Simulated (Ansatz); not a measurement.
```xyz
3
charge 0, multiplicity 1
O     0.6977    1.2296    0.5188
Si    0.0000    0.0000    0.0000
O    -0.7506   -1.3227   -0.5580
```

Geometry: moved along internal coordinates away from the minimum.

Describe the molecule in this file.

Formula SiO2. SMILES: `O=[Si]=O`. All atoms lie on one line. Coordination: 1 Si linear.

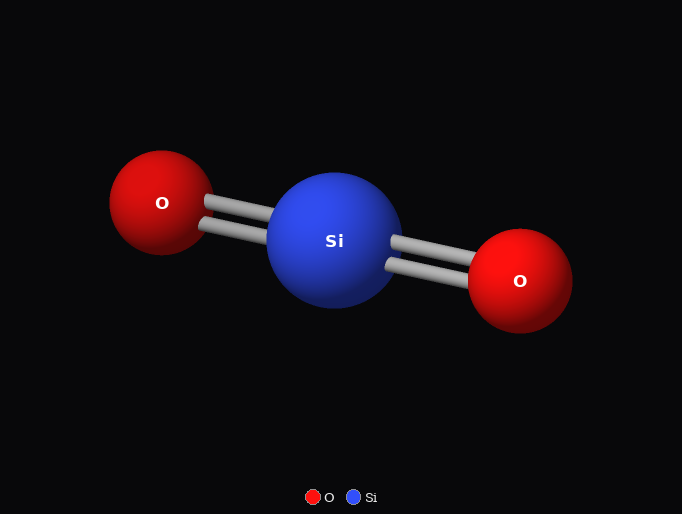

(Drawn from a calculation with Ansatz.)
